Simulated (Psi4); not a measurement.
# Excited-state calculation, with input and output: H$_{3}$O (charge +1)

H$_{3}$O, charge +1, computed with TDDFT (BHLYP)/cc-pVTZ, RKS (Psi4 1.11).

The geometry comes from this level: PBE0-D4/def2-TZVP.

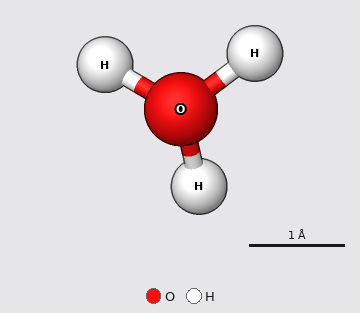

*The structure as given in the input (ball-and-stick view, seen at a tilt).*

Bond lengths as drawn: H–O 0.98 Å.

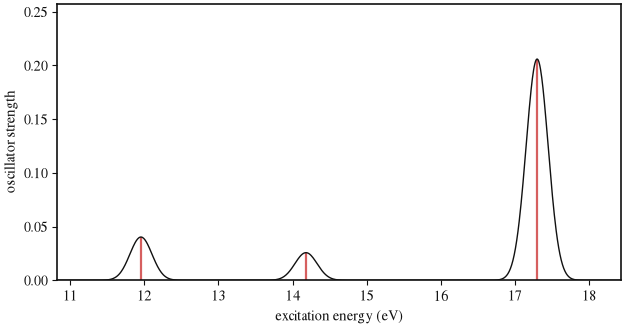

*Computed excitations as sticks (degenerate states added up, dark ones marked on the axis), with a Gaussian envelope of 0.35 eV full width at half maximum, scaled to the tallest.*

Of the 4 states the lowest lies at 11.95 eV (f = 0.040); the strongest line is at 17.30 eV, or 72 nm (f = 0.206).

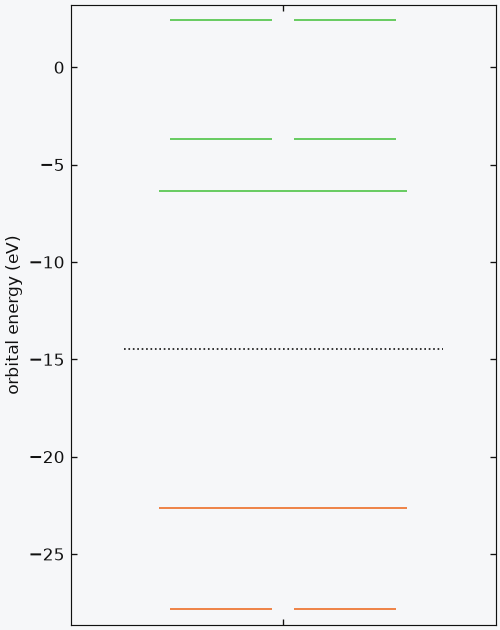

*Orbital energies near the frontier; the dotted line parts filled from empty levels, and levels within 0.02 eV of each other stand side by side.*

Highest filled −22.64 eV, lowest empty −6.34 eV, 16.30 eV apart.

The input and output of the run follow.

Input file (calc.py):
```python
import psi4

psi4.set_memory(1600000000)
psi4.set_num_threads(1)
psi4.core.set_output_file('run.log', False)

m = psi4.geometry("""
1 1
O      0.181970    -0.056700    -0.052760
H      0.219060     0.918440     0.015140
H     -0.408890    -0.368290    -0.767380
H      0.007860    -0.493450     0.805020
symmetry c1
""")

psi4.set_options({
    'basis': 'cc-pVTZ',
    'puream': True,
    'scf_type': 'pk',
    'dft_radial_points': 99,
    'dft_spherical_points': 590,
    'd_convergence': 1e-06,
    'e_convergence': 1e-06,
    'save_jk': True,
})

from psi4.driver.procrouting.response.scf_response import tdscf_excitations
E, wfn = psi4.energy("bhhlyp", molecule=m, return_wfn=True)
states = tdscf_excitations(wfn, states=4, tda=False)
for k, s in enumerate(states, 1):
    print(f"root {k}: {s['EXCITATION ENERGY'] * 27.211386:.4f} eV  f = {s['OSCILLATOR STRENGTH (LEN)']:.4f}  {s['SYMMETRY']}")
print(f'total energy {E:.8f} hartree = {E * 27.211386:.5f} eV')
for k, v in sorted(psi4.core.scalar_variables().items()):
    print(f'{k:45s} {v:18.10f}')
```

Run as:
```bash
python calc.py
```

Output:
```
=> Loading Basis Set <=

    Name: CC-PVTZ
    Role: ORBITAL
    Keyword: BASIS

         ---------------------------------------------------------
                                   SCF
                              RKS Reference
                        1 Threads,   1525 MiB Core
         ---------------------------------------------------------

  ==> Geometry <==

    Molecular point group: c1
    Full point group: C1

    Geometry (in Angstrom), charge = 1, multiplicity = 1:

       Center              X                  Y                   Z               Mass
    ------------   -----------------  -----------------  -----------------  -----------------
         O            0.038571913574    -0.012018615704    -0.011184519535    15.994914619570
         H            0.075661913574     0.963121384296     0.056715480465     1.007825032230
         H           -0.552288086426    -0.323608615704    -0.725804519535     1.007825032230
         H           -0.135538086426    -0.448768615704     0.846595480465     1.007825032230

  Running in c1 symmetry.

  Rotational constants: A =     11.10463  B =     11.10224  C =      6.28347 [cm^-1]
  Rotational constants: A = 332908.38064  B = 332836.89897  C = 188373.68382 [MHz]
  Nuclear repulsion =   13.956307360664804

  Charge       = 1
  Multiplicity = 1
  Electrons    = 10
  Nalpha       = 5
  Nbeta        = 5

  ==> Algorithm <==

  SCF Algorithm Type is PK.
  DIIS enabled.
  MOM disabled.
  Fractional occupation disabled.
  Guess Type is SAD.
  Energy threshold   = 1.00e-06
  Density threshold  = 1.00e-06
  Integral threshold = 1.00e-12

  ==> Primary Basis <==

  Basis Set: CC-PVTZ
    Blend: CC-PVTZ
    Number of shells: 28
    Number of basis functions: 72
    Number of Cartesian functions: 80
    Spherical Harmonics?: true
    Max angular momentum: 3

  ==> DFT Potential <==

   => LibXC <=

    Version 7.1.2

   => Composite Functional: BHANDHLYP <=

    BHandHLYP Hyb-GGA Exchange-Correlation Functional

    Defined through Gaussian implementation.

    Deriv               =              1
    GGA                 =           TRUE
    Meta                =          FALSE

    Exchange Hybrid     =           TRUE
    MP2 Hybrid          =          FALSE

   => Exchange Functionals <=

    0.5000         Becke 88

   => Exact (HF) Exchange <=

    0.5000               HF

   => Correlation Functionals <=

    1.0000   Lee, Yang & Parr

   => LibXC Density Thresholds  <==

    XC_HYB_GGA_XC_BHANDHLYP:  1.00E-15

   => Molecular Quadrature <=

    Radial Scheme          =       TREUTLER
    Pruning Scheme         =           NONE
    Nuclear Scheme         =       TREUTLER

    Blocking Scheme        =         OCTREE
    BS radius alpha        =              1
    Pruning alpha          =              1
    Radial Points          =             99
    Spherical Points       =            590
    Total Points           =         226102
    Total Blocks           =           1695
    Max Points             =            256
    Max Functions          =             72
    Weights Tolerance      =       1.00E-15

  ==> Integral Setup <==

  Using in-core PK algorithm.
   Calculation information:
      Number of atoms:                   4
      Number of AO shells:              28
      Number of primitives:             50
      Number of atomic orbitals:        80
      Number of basis functions:        72

      Integral cutoff                 1.00e-12
      Number of threads:                 1

  Performing in-core PK
  Using 6909012 doubles for integral storage.
  We computed 82621 shell quartets total.
  Whereas there are 82621 unique shell quartets.

  ==> DiskJK: Disk-Based J/K Matrices <==

    J tasked:                  Yes
    K tasked:                  Yes
    wK tasked:                  No
    Memory [MiB]:              681
    Schwarz Cutoff:          1E-12

  Cached 100.0% of DFT collocation blocks in 0.452 [GiB].

  Minimum eigenvalue in the overlap matrix is 1.3908995272E-03.
  Reciprocal condition number of the overlap matrix is 2.3407096939E-04.
    Using symmetric orthogonalization.

  ==> Pre-Iterations <==

  SCF Guess: Superposition of Atomic Densities via on-the-fly atomic UHF (no occupation information).

   -------------------------
    Irrep   Nso     Nmo
   -------------------------
     A         72      72
   -------------------------
    Total      72      72
   -------------------------

  ==> Iterations <==

                        Total Energy        Delta E     RMS |[F,P]|

   @RKS iter SAD:   -76.76397545462596   -7.67640e+01   0.00000e+00
   @RKS iter   1:   -76.64585386571848    1.18122e-01   5.44588e-03 DIIS/ADIIS
   @RKS iter   2:   -76.65512506568888   -9.27120e-03   5.10234e-03 DIIS/ADIIS
   @RKS iter   3:   -76.69602039502375   -4.08953e-02   2.52683e-04 DIIS/ADIIS
   @RKS iter   4:   -76.69617094007569   -1.50545e-04   4.78253e-05 DIIS
   @RKS iter   5:   -76.69617460159054   -3.66151e-06   7.97568e-06 DIIS
   @RKS iter   6:   -76.69617474125437   -1.39664e-07   4.50197e-07 DIIS
  Energy and wave function converged.

  ==> Post-Iterations <==

   Electrons on quadrature grid:
      Ntotal   =    9.9999999613 ; deviation = -3.871e-08

    Orbital Energies [Eh]
    ---------------------

    Doubly Occupied:

       1A    -20.120468     2A     -1.592451     3A     -1.023255
       4A     -1.023225     5A     -0.832079

    Virtual:

       6A     -0.233101     7A     -0.134998     8A     -0.134995
       9A      0.088632    10A      0.088661    11A      0.158941
      12A      0.230182    13A      0.328300    14A      0.328353
      15A      0.344970    16A      0.344985    17A      0.541814
      18A      0.672788    19A      0.801914    20A      0.801961
      21A      0.889530    22A      1.033726    23A      1.040022
      24A      1.040055    25A      1.515126    26A      1.515158
      27A      1.636923    28A      1.636932    29A      1.738551
      30A      1.959349    31A      2.257835    32A      2.257923
      33A      2.915722    34A      2.915768    35A      2.982264
      36A      3.000995    37A      3.001165    38A      3.013439
      39A      3.133770    40A      3.373711    41A      3.384629
      42A      3.384703    43A      3.436613    44A      3.436653
      45A      3.540147    46A      3.637286    47A      3.637289
      48A      3.794480    49A      3.818977    50A      3.819036
      51A      3.995598    52A      4.263224    53A      4.263288
      54A      4.400712    55A      4.575414    56A      4.628107
      57A      4.628145    58A      5.368759    59A      5.369017
      60A      6.068760    61A      6.301891    62A      6.301936
      63A      6.353864    64A      6.513010    65A      6.513071
      66A      6.647731    67A      6.907371    68A      6.991751
      69A      6.991887    70A      7.448236    71A      7.448386
      72A     13.309676

    Final Occupation by Irrep:
              A
    DOCC [     5 ]
    NA   [     5 ]
    NB   [     5 ]

  @RKS Final Energy:   -76.69617474125437

   => Energetics <=

    Nuclear Repulsion Energy =             13.9563073606648036
    One-Electron Energy =                -128.6193333862549650
    Two-Electron Energy =                  42.8397359683072878
    DFT Exchange-Correlation Energy =      -4.8728846839715114
    Empirical Dispersion Energy =           0.0000000000000000
    VV10 Nonlocal Energy =                  0.0000000000000000
    Total Energy =                        -76.6961747412543673

Computation Completed

Properties will be evaluated at   0.000000,   0.000000,   0.000000 [a0]

Properties computed using the SCF density matrix

 Multipole Moments:

 ------------------------------------------------------------------------------------
     Multipole            Electronic (a.u.)      Nuclear  (a.u.)        Total (a.u.)
 ------------------------------------------------------------------------------------

 L = 1.  Multiply by 2.5417464519 to convert [e a0] to [Debye]
 Dipole X            :          0.0060916           -0.5737000           -0.5676083
 Dipole Y            :         -0.0018710            0.1787591            0.1768881
 Dipole Z            :         -0.0017902            0.1663531            0.1645629
 Magnitude           :                                                    0.6168870

 ------------------------------------------------------------------------------------

	total time  =          5 seconds =       0.08 minutes

******************************************************************************************
**********                               WARNING                                **********
**********       The names of excited state variables changed between 1.5       **********
**********     and 1.6. For a quick solution, remove the symmetry specifier     **********
**********   from the variable name. For full details, see 'Notes on Psivars'   **********
**********                        in the documentation.                         **********
******************************************************************************************

         ---------------------------------------------------------
                         TDSCF excitation energies
         ---------------------------------------------------------

  ==> Options <==

     Residual threshold  : 1.0000e-04
     Initial guess       : denominators
     Reference           : RHF
     Solver type         : RPA (Hamiltonian)

  ==> Requested Excitations <==

      4 singlet states with A symmetry

  ==> Seeking the lowest 4 singlet states with A symmetry

                        Generalized Hamiltonian Solver

  ==> Options <==

    Max number of iterations        = 60
    Eigenvector tolerance           = 1.0000e-04
    Max number of expansion vectors = 800

  => Iterations <=
                              Max[D[value]]     Max[|R|]   # vectors
  HamiltonianSolver iter   1:   6.39887e-01  2.30574e-01     16
  HamiltonianSolver iter   2:   9.46244e-03  5.26737e-02     24
  HamiltonianSolver iter   3:   1.81781e-04  1.08793e-02     32
  HamiltonianSolver iter   4:   6.78890e-06  2.75664e-03     40
  HamiltonianSolver iter   5:   8.17672e-07  3.35966e-03     48
  HamiltonianSolver iter   6:   1.19883e-05  1.40775e-02     56
  HamiltonianSolver iter   7:   9.37544e-06  4.57495e-03     58
  HamiltonianSolver iter   8:   6.07375e-07  1.11593e-03     60
  HamiltonianSolver iter   9:   3.90197e-08  1.99501e-04     62
  HamiltonianSolver iter  10:   1.28772e-09  6.57966e-05     64      Converged

******************************************************************************************
**********                               WARNING                                **********
**********  Length-gauge rotatory strengths are **NOT** gauge-origin invariant  **********
******************************************************************************************

                                    Excitation Energy         Total Energy        Oscillator Strength             Rotatory Strength
     #   Sym: GS->ES (Trans)        au              eV              au          au (length)    au (velocity)    au (length)    au (velocity)
    ---- -------------------- --------------- --------------- --------------- --------------- --------------- --------------- ---------------
     1        A->A (1 A)       0.43931         11.95411       -76.25687        0.0403          0.0486          0.0000          0.0000
     2        A->A (1 A)       0.52110         14.17984       -76.17508        0.0129          0.0125         -0.0000         -0.0000
     3        A->A (1 A)       0.52110         14.17996       -76.17507        0.0129          0.0125          0.0000          0.0000
     4        A->A (1 A)       0.63565         17.29695       -76.06052        0.2060          0.2084          0.0000          0.0000

Contributing excitations and de-excitations
Only contributions with abs(coeff) > 1.00e-01 will be printed:

Excited State    1 (1 A):   0.43931 au   103.72 nm f = 0.0403
  Sums of squares: Xssq =  1.000855e+00; Yssq =  8.547070e-04; Xssq - Yssq =  1.000000e+00
      5a  ->   6a     0.995226 (99.047%)

Excited State    2 (1 A):   0.52110 au   87.44 nm f = 0.0129
  Sums of squares: Xssq =  1.000612e+00; Yssq =  6.116657e-04; Xssq - Yssq =  1.000000e+00
      5a  ->   7a    -0.531791 (28.280%)
      5a  ->   8a    -0.824183 (67.928%)
      5a  ->   9a    -0.140219 ( 1.966%)
      5a  ->  16a    -0.113893 ( 1.297%)

Excited State    3 (1 A):   0.52110 au   87.44 nm f = 0.0129
  Sums of squares: Xssq =  1.000612e+00; Yssq =  6.116522e-04; Xssq - Yssq =  1.000000e+00
      5a  ->   7a     0.824186 (67.928%)
      5a  ->   8a    -0.531791 (28.280%)
      5a  ->  10a     0.140192 ( 1.965%)
      5a  ->  15a     0.113902 ( 1.297%)

Excited State    4 (1 A):   0.63565 au   71.68 nm f = 0.2060
  Sums of squares: Xssq =  1.000702e+00; Yssq =  7.018636e-04; Xssq - Yssq =  1.000000e+00
      4a  ->   6a     0.995291 (99.060%)

******************************************************************************************
**********                               WARNING                                **********
**********       The names of excited state variables changed between 1.5       **********
**********     and 1.6. For a quick solution, remove the symmetry specifier     **********
**********   from the variable name. For full details, see 'Notes on Psivars'   **********
**********                        in the documentation.                         **********
******************************************************************************************
```

Standard output:
```
root 1: 11.9541 eV  f = 0.0403  A
root 2: 14.1798 eV  f = 0.0129  A
root 3: 14.1800 eV  f = 0.0129  A
root 4: 17.2970 eV  f = 0.2060  A
total energy -76.69617474 hartree = -2087.00922 eV
CURRENT ENERGY                                    -76.6961747413
CURRENT REFERENCE ENERGY                          -76.6961747413
DD SOLVATION ENERGY                                 0.0000000000
DFT FUNCTIONAL TOTAL ENERGY                       -76.6961747413
DFT TOTAL ENERGY                                  -76.6961747413
DFT VV10 ENERGY                                     0.0000000000
DFT XC ENERGY                                      -4.8728846840
GRID ELECTRONS ALPHA                                4.9999999806
GRID ELECTRONS BETA                                 4.9999999806
GRID ELECTRONS TOTAL                                9.9999999613
NUCLEAR REPULSION ENERGY                           13.9563073607
ONE-ELECTRON ENERGY                              -128.6193333863
PCM POLARIZATION ENERGY                             0.0000000000
PE ENERGY                                           0.0000000000
SCF ITERATION ENERGY                              -76.6961747413
SCF ITERATIONS                                      6.0000000000
SCF TOTAL ENERGY                                  -76.6961747413
TWO-ELECTRON ENERGY                                42.8397359683
XC GRID RADIAL POINTS                              99.0000000000
XC GRID SPHERICAL POINTS                          590.0000000000
XC GRID TOTAL POINTS                           226102.0000000000
```

Summary:

```csv
quantity,value
outcome,converged
total energy,−76.696175 hartree
basis functions,72
HOMO,−22.64 eV
LUMO,−6.34 eV
lowest excitation,11.95 eV
hardware,"1 thread of Intel Xeon @ 2.70GHz, 189 GiB of memory available, shared host"
wall time,38 s
peak memory,0.76 GiB
```
